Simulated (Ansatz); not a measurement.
Redistribution: C2H6 + C2HFI2 → C2H5I + C2H2FI

Species: C2H6 (ethane) `CC`, singlet; C2HFI2 `F/C(I)=C\I`, singlet; C2H5I (iodoethane) `CCI`, singlet; C2H2FI `F/C=C/I`, singlet. The partners trade H for I; both sit on C, so the bond types are kept.

Shapes, held fixed at every level: PBE0-D4/def2-TZVP. Programs: Ansatz 0.2.0. The zero-point and thermal change to 298 K, harmonic and unscaled (PBE0-D4/def2-TZVP), is +1.2 kJ/mol.

```
                level                   kind  ΔH(298 K) (kJ/mol)  less CCSD(T)/def2-TZVPP
          HF/def2-SVP           Hartree–Fock               -25.9                    -16.2
     SPW92/def2-TZVPP                    LDA                +0.9                    +10.6
  B3LYP-D4/def2-TZVPP          global hybrid                -5.1                     +4.6
  BHLYP-D4/def2-TZVPP          global hybrid               -10.8                     -1.1
r2SCAN0-D4/def2-TZVPP          global hybrid                -7.2                     +2.5
       MP2/def2-TZVPP    perturbation theory                -4.9                     +4.8
        CCSD/def2-SVP  coupled cluster or CI               -10.7                     -1.0
   CCSD(T)/def2-TZVPP  coupled cluster or CI                -9.7                      0.0
```

The highest level, CCSD(T)/def2-TZVPP, gives ΔH(298 K) = -9.7 kJ/mol; the levels span -25.9 to +0.9. They disagree on the sign: 1 of 8 are positive. The column of differences is taken from that level and isn't an error. No measured value is set beside it here. For atoms past krypton def2 sets carry core potentials with scalar relativity. Correlated rows may include outer-core shells of I, which these sets cover unevenly.

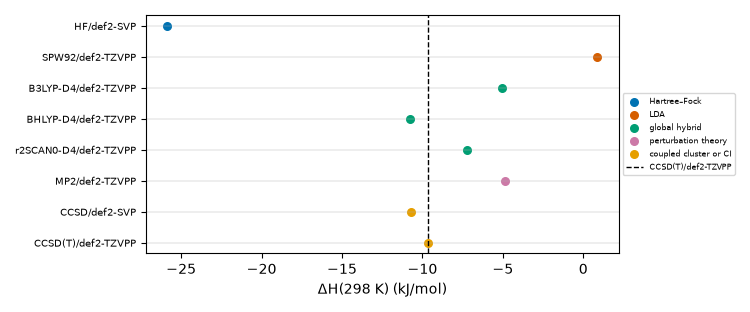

The values of the table, level by level.
